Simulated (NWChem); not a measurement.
**C2H3F3 (1,1,2-trifluoroethane): B3LYP/def2-TZVP**

What is the electronic atomisation energy of C2H3F3 (1,1,2-trifluoroethane) at B3LYP/def2-TZVP? 

The results are computed with NWChem 7.3.0.

**1. The structure to begin with**

The species is C2H3F3 (8 atoms), meant as a singlet with charge 0. SMILES: `FCC(F)F`. The shape is that of a PBE0-D4/def2-TZVP optimisation. This is one conformer, not always the lowest.

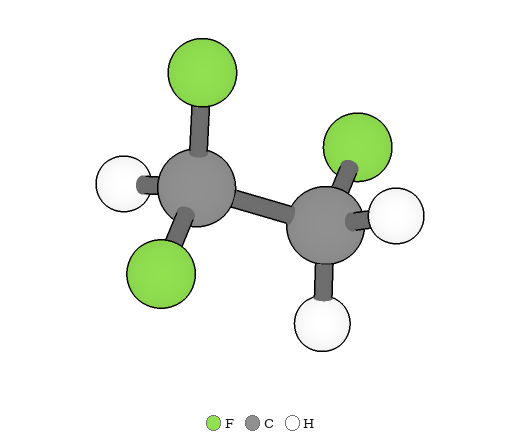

The structure, seen from a chosen angle (fluorine green, carbon grey, hydrogen white).

**2. A single-point energy at B3LYP/def2-TZVP (run 1)**

Contents of calc.nw:

```
start calc
title "C2H3F3"
memory stack 880 mb heap 220 mb global 1100 mb
charge 0

geometry units atomic noautosym nocenter noautoz
  F   -2.15957902  -1.28690349   2.19794046
  C   -0.35564646   0.36868557   1.34510706
  C    0.32673365  -0.28799426  -1.34416219
  F    1.55751227  -2.52429616  -1.42957781
  F    1.91183592   1.51858391  -2.23403422
  H    1.32602082   0.22468844   2.53695732
  H   -1.11210382   2.28940320   1.41219233
  H   -1.32054062  -0.41007057  -2.58986965
end

basis spherical bse
  * library def2-TZVP
end

dft
  xc b3lyp
  grid fine
  convergence energy 1e-08
  maxiter 100
  mulliken
  noprint "final vectors analysis"
end

task dft energy
```

Launch:

```
$ nwchem calc.nw > calc.out
```

The program printed, shortened:

```text
[...]
          Wavefunction type:  closed shell.
          No. of atoms     :     8
          No. of electrons :    42
[...]
          Charge           :     0
          Spin multiplicity:     1
[...]
          AO basis - number of functions:   173
[...]
              XC Information
              --------------
                         B3LYP Method XC Potential
                     Hartree-Fock (Exact) Exchange  0.200
                        Slater Exchange Functional  0.800 local
                    Becke 1988 Exchange Functional  0.720 non-local
              Lee-Yang-Parr Correlation Functional  0.810
                  VWN I RPA Correlation Functional  0.190 local
[...]
 d= 0,ls=0.0,diis     1   -377.5612918494 -5.69D+02  6.33D-03  1.65D+00     8.1
[...]
 d= 0,ls=0.0,diis     8   -377.7055033681  9.42D-09  2.51D-06  1.09D-06    54.6
         Total DFT energy =     -377.705503368129
      One electron energy =     -902.779449531080
           Coulomb energy =      377.136053006411
    Exchange-Corr. energy =      -43.421892493423
 Nuclear repulsion energy =      191.359785649963
[...]
      Total Density - Mulliken Population Analysis
     ---------------------------------------------
    Atom       Charge   Shell Charges
 -----------   ------   -------------------------------------------------------
    1 F    9     9.24   0.77  1.20  0.62  0.97  0.37  2.29  2.10  0.91  0.00  0.01  0.00
    2 C    6     5.94   0.85  1.12  0.53  0.63  0.09  1.30  1.08  0.20  0.03  0.09  0.01
    3 C    6     5.70   0.85  1.12  0.54  0.59  0.06  1.24  0.93  0.12  0.05  0.17  0.02
    4 F    9     9.20   0.77  1.20  0.62  0.97  0.36  2.29  2.11  0.88  0.00  0.01  0.00
    5 F    9     9.21   0.77  1.20  0.62  0.97  0.36  2.29  2.11  0.88  0.00  0.01  0.00
    6 H    1     0.89   0.28  0.49  0.11  0.02
    7 H    1     0.90   0.28  0.49  0.11  0.02
    8 H    1     0.93   0.28  0.49  0.13  0.02
[...]
```

Run time: 56 s. Hardware: 1 thread of Intel Xeon 6975P-C (Granite Rapids), shared host; peak memory 0.12 GiB.

**3. The C atom at the same level (run 2)**

Contents of c.nw:

```
start c
title "C B3LYP"
memory stack 880 mb heap 220 mb global 1100 mb

geometry units angstrom noautosym nocenter noautoz
C     0.000000    0.000000    0.000000
end

basis spherical bse
C library def2-TZVP
end

dft
xc b3lyp
mult 3
grid fine
convergence energy 1e-08
iterations 100
mulliken
print low
end

task dft
```

Launch:

```
$ nwchem c.nw > c.out
```

The program printed, shortened:

```text
[...]
 d= 0,ls=0.0,diis     1    -37.8144014346 -3.78D+01  1.25D-02  9.08D-02     0.1
[...]
 d= 0,ls=0.0,diis     7    -37.8594780754 -2.90D-11  1.43D-08  8.57D-14     0.6
[...]
         Total DFT energy =      -37.859478075445
      One electron energy =      -50.480341054234
           Coulomb energy =       17.856430501389
    Exchange-Corr. energy =       -5.235567522600
 Nuclear repulsion energy =        0.000000000000
[...]
      Total Density - Mulliken Population Analysis
     ---------------------------------------------
    Atom       Charge   Shell Charges
 -----------   ------   -------------------------------------------------------
    1 C    6     6.00   0.86  1.11  0.72  0.96  0.35  0.81  0.79  0.39  0.00  0.00  0.00
     --------------------------------------------
      Spin Density - Mulliken Population Analysis
     --------------------------------------------
    Atom       Charge   Shell Charges
 -----------   ------   -------------------------------------------------------
    1 C    6     2.00  -0.00 -0.00  0.04  0.03 -0.06  0.81  0.79  0.39 -0.00 -0.00  0.00
[...]
      <S2> =      2.0037 (Exact =     2.0000)
[...]
```

Run time: 1.2 s. Hardware: 1 thread of Intel Xeon 6975P-C (Granite Rapids), shared host; peak memory 0.1 GiB.

Run 3 isn't shown in full; the table further down has it.

**4. The H atom (run 4)**

Contents of h.nw:

```
start h
title "H B3LYP"
memory stack 880 mb heap 220 mb global 1100 mb

geometry noautosym nocenter noautoz
 H        0.000000       0.000000       0.000000
end

basis spherical bse
 * library def2-TZVP
end

dft
 xc b3lyp
 mult 2
 grid fine
 convergence energy 1e-08
 iterations 100
 mulliken
 noprint "final vectors analysis"
end

task dft energy
```

Run the same way, it converges to -0.50215 Eh (log not shown).

**5. Overview of the runs**

```tsv
run	level	partner	energy (Eh)	wall time
1	B3LYP/def2-TZVP	base	-377.705503	56 s
2	UB3LYP/def2-TZVP	atoms	-37.859478	1.2 s
3	UB3LYP/def2-TZVP	atoms	-99.770149	1.4 s
4	UB3LYP/def2-TZVP	atoms	-0.502154	0.71 s
```

**6. Results**

At B3LYP/def2-TZVP:

```
                     quantity        value
         H atom: total energy  -0.50215 Eh
                 H atom: ⟨S²⟩        0.750
electronic atomisation energy    31.827 eV
```

Taking the molecule apart into free atoms costs 31.83 eV (3071 kJ/mol), before zero-point energy and without spin-orbit coupling. All runs together took 59 s, the longest 56 s.
